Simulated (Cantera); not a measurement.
A closed system holds: 1 mol acetone, 2.6 mol H2, equilibrated at 21.0 Pa.

Cantera equilibrium calculation (NASA polynomials, part measured and part estimated; ideal gas, pure solids and liquids). Candidate condensed phases: C, C6H6, C7H8, C8H18, H2O; 131 gas species. Ions and electrons are included (thermal ionisation). The feed counts by its element totals alone. The numbers say what is thermodynamically allowed, not how fast it happens.

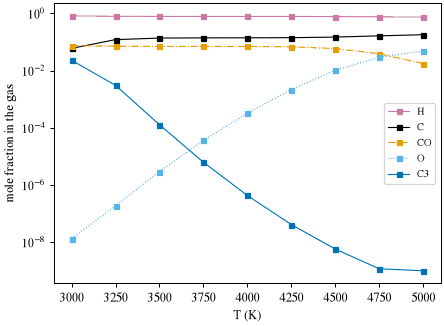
Figure. Equilibrium gas composition (values under 1e-9 drawn at 1e-9)

Task: Read off the mole fractions at 5000 K.

Result: H about 0.75, C about 0.18, O about 0.049, CO about 0.018.
